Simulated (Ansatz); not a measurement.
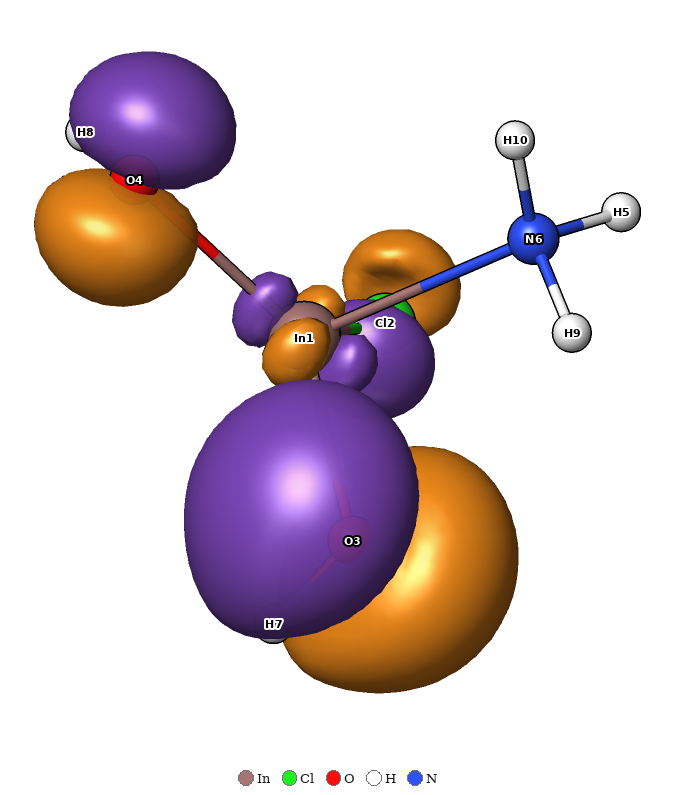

Figure 1: ClH5InNO2. The HOMO at ±0.1 Å⁻³ᐟ² (orange and purple are the two phases), seen at a tilt.

Core potentials replace the inner electrons of In.

Computed with RKS PBE-D4/def2-SVP in Ansatz.

Input file:

```
crystal:
  periodic: [false, false, false]
  atoms:
    - { symbol: In, position_ang: [0.18046, 0.720928, -0.300263] }
    - { symbol: Cl, position_ang: [0.751287, -2.936752, 0.186993] }
    - { symbol: O, position_ang: [-0.03006, 0.988752, -2.289258] }
    - { symbol: O, position_ang: [1.912283, 1.348724, 0.535901] }
    - { symbol: H, position_ang: [-0.349234, -2.29178, 0.534736] }
    - { symbol: "N", position_ang: [-1.412116, -0.249834, 0.701814] }
    - { symbol: H, position_ang: [0.810218, 1.346191, -2.638166] }
    - { symbol: H, position_ang: [1.976215, 1.017211, 1.453185] }
    - { symbol: H, position_ang: [-2.286436, -0.099906, 0.177511] }
    - { symbol: H, position_ang: [-1.552517, 0.156467, 1.637548] }
basis:
  gaussian: { orbitals: def2-SVP }
hamiltonian:
  xc: pbe
  dispersion: d4
relax:
  f_tol: 0.03
  max_steps: 50
output:
  orbitals: {}
```

Run with:

```sh
ansatz run input.yaml --threads 2 --pin off --max-ram 3072MiB --backend cpu --events-out ev --progress --plain --runs-dir out
```

The fields are those of the run's last geometry, not of the input's.

> Describe this orbital and give its energy.

It lies mainly on O3 (about 75 %), O4 (about 10 %) and In1 (about 5 %); largely a lone pair of O3. Its energy is −5.93 eV.
